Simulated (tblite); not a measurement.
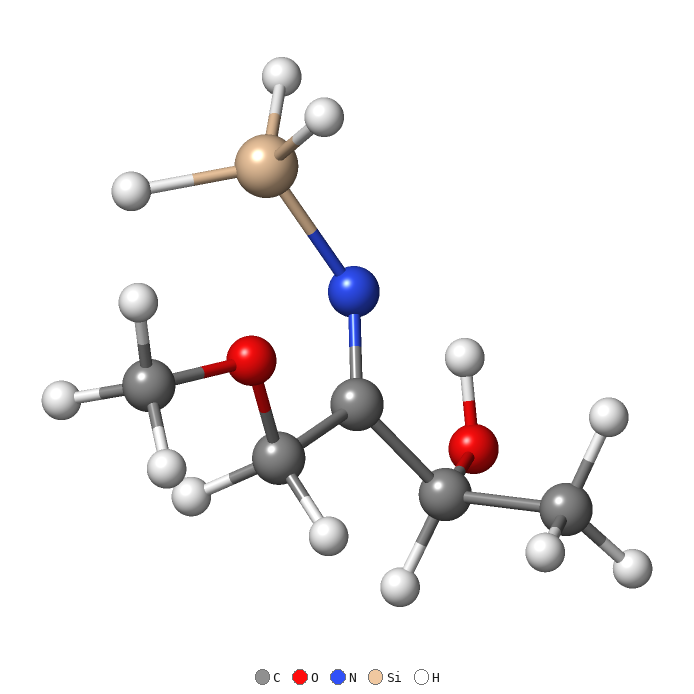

Figure made from data computed with tblite.

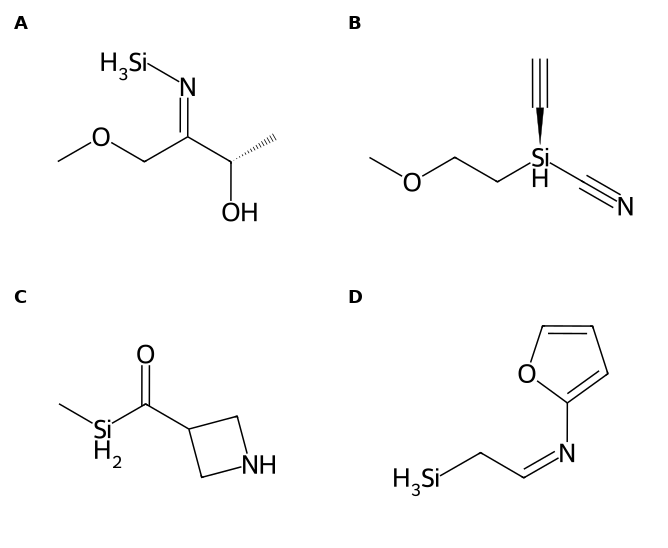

> The first picture shows one of the molecules drawn in the second. Which?

A, `COC/C(=N\[SiH3])[C@H](C)O`.
